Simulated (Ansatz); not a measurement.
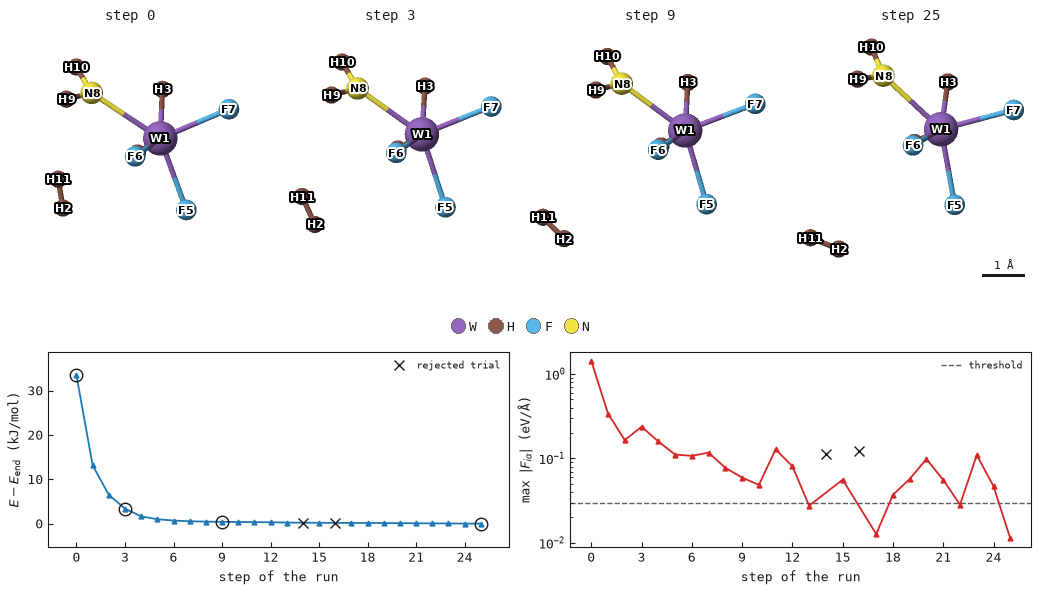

Frames of a relaxation of WNH$_{6}$F$_{3}$, marked on the history of the run. The picture is a ball-and-stick view, seen face on.

The run prepares an end point of a later path (reaction) calculation, from a guessed geometry.

Computed with RHF/def2-SVP (Ansatz 0.2.0).

Input file:
```yaml
crystal:
  periodic: [false, false, false]
  atoms:
    - { symbol: W, position_ang: [0.160444, -0.342539, -0.320245] }
    - { symbol: H, position_ang: [-0.342031, -0.548675, 2.550751] }
    - { symbol: H, position_ang: [1.587258, 0.413234, -0.714512] }
    - { symbol: H, position_ang: [0.638625, 0.957524, 0.597896] }
    - { symbol: F, position_ang: [-1.4664, 0.541008, -0.023515] }
    - { symbol: F, position_ang: [-0.633122, -2.008609, 0.107487] }
    - { symbol: F, position_ang: [0.024638, -0.258763, -2.158144] }
    - { symbol: "N", position_ang: [1.66196, -1.330707, 0.590778] }
    - { symbol: H, position_ang: [1.47237, -2.1974, 1.061814] }
    - { symbol: H, position_ang: [2.592665, -0.995391, 0.746342] }
    - { symbol: H, position_ang: [0.293195, -0.775581, 2.324349] }
basis:
  gaussian: { orbitals: def2-SVP }
hamiltonian:
  xc: hf
relax:
  f_tol: 0.03
  max_steps: 50
output:
  orbitals: {}
```

Launched with:
```bash
ansatz run input.yaml --threads 2 --pin off --max-ram 3072MiB --backend cpu --events-out ev --progress --plain --runs-dir out
```

> What happens along the run?

Over 23 accepted moves (25 points after the start) the energy falls by 33.4 kJ/mol. Largest force component: 1.4 eV/Å at the start, 0.011 eV/Å at the end. The line search rejected the trial steps at points 14, 16 of the run. The forces were under the threshold at step 13, but the run went on from there. The largest move after the best rigid fit is that of H11, 1.59 Å. By element the largest moves are H 1.59 Å, N 0.51 Å, F 0.32 Å, W 0.22 Å. Some distances before and after: W1–H11 2.683 → 4.155 Å, W1–H2 2.922 → 3.851 Å, W1–N8 2.015 → 1.933 Å, H2–H11 0.712 → 0.747 Å. Bond angles that change, for instance: H4–W1–F6 133.1° → 129.4°, F5–W1–F6 90.9° → 87.2°, F6–W1–F7 103.5° → 106.6°. From step 0 to 3: H11 moves most (0.58 Å), energy −30.0 kJ/mol. From step 3 to 9: H11 moves most (0.69 Å), energy −2.99 kJ/mol. From step 9 to 25: H11 moves most (0.46 Å), energy −0.40 kJ/mol.

Limits of the set-up: the start holds two separate molecules, 2.2 Å apart at their closest, whose relative position is a soft coordinate and is computed without a dispersion correction; Hartree-Fock leaves out electron correlation.
